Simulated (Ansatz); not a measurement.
```xyz
7

I    -1.9833   -1.9057    0.0511
C    -0.4255   -0.6014    0.0511
C     0.8249   -0.3788    0.2595
C     0.0022    0.7994   -0.2124
H     1.8053   -0.7113    0.5511
H    -0.2651    1.5844    0.4955
H     0.1026    1.1454   -1.2415
```

Geometry: PBE0-D4/def2-TZVP; core potentials replace the inner electrons of I.

Level of theory: Ansatz, RKS PBE0-D4/def2-TZVPP.

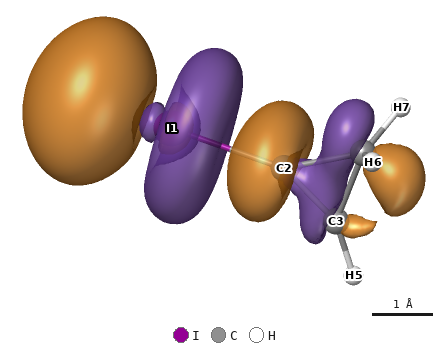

C3H3I (SMILES IC1=CC1). The LUMO at ±0.1 Å⁻³ᐟ² (orange and purple are the two phases), seen at a tilt.

### What is the character of this orbital?

Its weight (Hirshfeld) is mainly on I1 (about 65 %) and C2 (about 20 %). Its energy is −0.77 eV.
